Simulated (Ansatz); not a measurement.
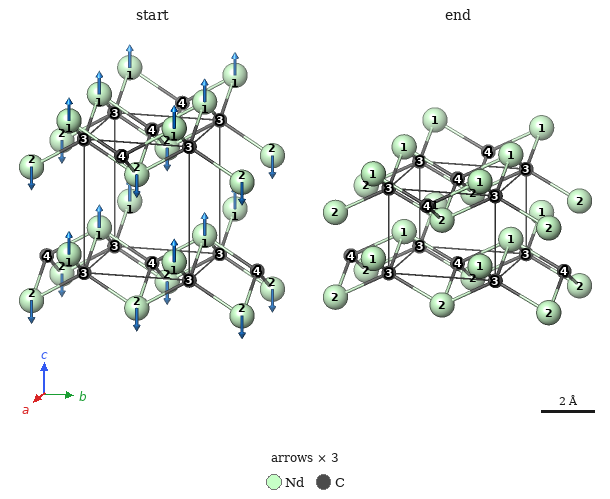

The structure of a crystal of NdC (built on the PbO type) before (left) and after (right) a relaxation, at one scale. The blue arrows give the displacements (the part carried along by the change of the cell is left out), 3 times their true length.

A ball-and-stick model of the cell of the calculation, seen slightly off an axis.

Level of theory: DFT PBEsol, scalar-relativistic, plane waves, PAW (Ansatz). Set-up: plane-wave cutoff 420 eV; k-point mesh 8 × 8 × 6; occupations gaussian; smearing width 0.05 eV; collinear spin; cell and atoms relaxed; force threshold 0.01 eV/Å; at most 60 steps.

What changed between the two?

Answer. The run was cut off at its time limit before the program reported convergence, but its last step already meets the force threshold: the largest component is 0.00075 eV/Å against 0.01 eV/Å. The pressure is within 0.01 GPa of its target. The energy falls by 489 meV per atom in 11 geometry steps. The largest force component goes from 1.8 to 0.00075 eV/Å. Pressure: −9.06 GPa at the start and 0.00 GPa at the end. The largest moves relative to the cell, 0.31 Å, are those of Nd1 and Nd2. Nd2 goes along −c. C stays in place. The volume changes by −34.8 %, with a = b 4.170 → 4.226 Å (+1.3 %), c 5.254 → 3.334 Å (−36.6 %). Among the contacts that change: Nd1–Nd1 5.254 → 3.334 Å, Nd1–Nd2 4.043 → 3.196 Å, Nd1–C3 2.428 → 2.382 Å. Among the angles between lasting bonds that change: C3–Nd1–C3 118.3° → 125.0°, Nd1–C3–Nd1 118.3° → 125.0°, C3–Nd1–C4 74.8° → 77.7°. The space group stays P4/nmm (No. 129).

Limits of the set-up: 4f states are treated without a Hubbard U.
